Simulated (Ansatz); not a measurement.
Input file:

```
crystal:
  periodic: [false, false, false]
  atoms:
    - {symbol: C, position_ang: [-0.394081, 1.112026, -0.371788]}
    - {symbol: Si, position_ang: [-0.145814, -0.646657, 0.154161]}
    - {symbol: N, position_ang: [1.352949, -0.771582, 1.010697]}
    - {symbol: F, position_ang: [-0.231671, -1.584617, -1.146396]}
    - {symbol: H, position_ang: [0.400013, 1.432152, -1.049858]}
    - {symbol: H, position_ang: [-0.390539, 1.771121, 0.498684]}
    - {symbol: H, position_ang: [-1.351504, 1.218458, -0.887213]}
    - {symbol: H, position_ang: [-1.187652, -1.126366, 1.097249]}
    - {symbol: H, position_ang: [2.036999, -1.450935, 0.677463]}
basis:
  gaussian: {orbitals: def2-TZVPP}
magnetization: {spin_polarized: true, initial_magnetization: 1}
hamiltonian: {xc: pbe0, dispersion: d4}
output: {orbitals: {seedname: orbitals}}
```

Command:

```sh
ansatz run in.yaml --threads 4 --pin off --events-out ev --progress --plain --max-ram 10444MiB
```

Geometry: PBE0-D4/def2-TZVP.

Level of theory: UKS PBE0-D4/def2-TZVPP in Ansatz.

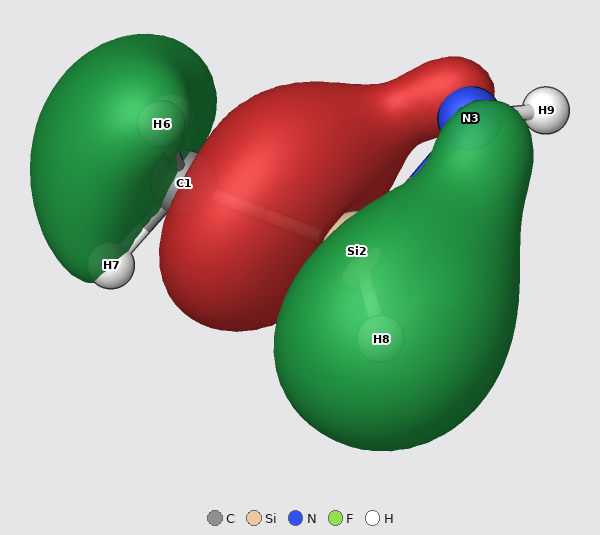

CH5FNSi (doublet). The HOMO−1 (β) at ±0.08 Å⁻³ᐟ² (green and red are the two phases), seen across its widest extent.

### What is the character of this orbital?

Its weight (Hirshfeld) is mainly on C1 (about 30 %), Si2 (about 25 %), H8 (about 20 %) and F4 (about 10 %). Its energy is −9.38 eV.
